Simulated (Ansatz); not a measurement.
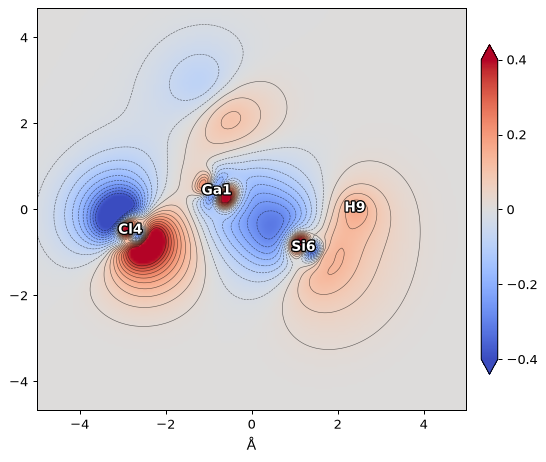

Cl$_{2}$GaH$_{5}$OSi. The HOMO on the plane of atoms Cl4, Ga1 and Si6 (values in Å⁻³ᐟ²; the overall sign is arbitrary).

These are results of RKS BLYP-D4/def2-SVP in Ansatz, not measurements.

Input

```
crystal:
  periodic: [false, false, false]
  atoms:
    - { symbol: Ga, position_ang: [0.189146, 0.55284, -0.541683] }
    - { symbol: O, position_ang: [0.009287, -0.064063, 2.364647] }
    - { symbol: H, position_ang: [-0.942466, 0.115097, 2.523411] }
    - { symbol: Cl, position_ang: [1.853766, -0.593329, -1.372462] }
    - { symbol: Cl, position_ang: [-1.783599, -0.211763, -1.110847] }
    - { symbol: Si, position_ang: [0.481077, 2.543428, 0.67144] }
    - { symbol: H, position_ang: [1.478946, 2.270994, 1.763051] }
    - { symbol: H, position_ang: [0.98933, 3.691113, -0.153339] }
    - { symbol: H, position_ang: [-0.80206, 2.952666, 1.331191] }
    - { symbol: H, position_ang: [0.456172, 0.771418, 2.663691] }
basis:
  gaussian: { orbitals: def2-SVP }
hamiltonian:
  xc: blyp
  dispersion: d4
relax:
  f_tol: 0.03
  max_steps: 50
output:
  orbitals: {}
```

Launched as:

```sh
ansatz run input.yaml --threads 4 --pin off --max-ram 5120MiB --backend cpu --events-out ev --progress --plain --runs-dir out
```

The fields are those of the relaxed geometry.

> What is the character of this orbital?

Its weight (Hirshfeld) is mainly on Cl4 (about 45 %), Si6 (about 20 %), Cl5 (about 15 %) and Ga1 (about 15 %). Its energy is −6.45 eV.
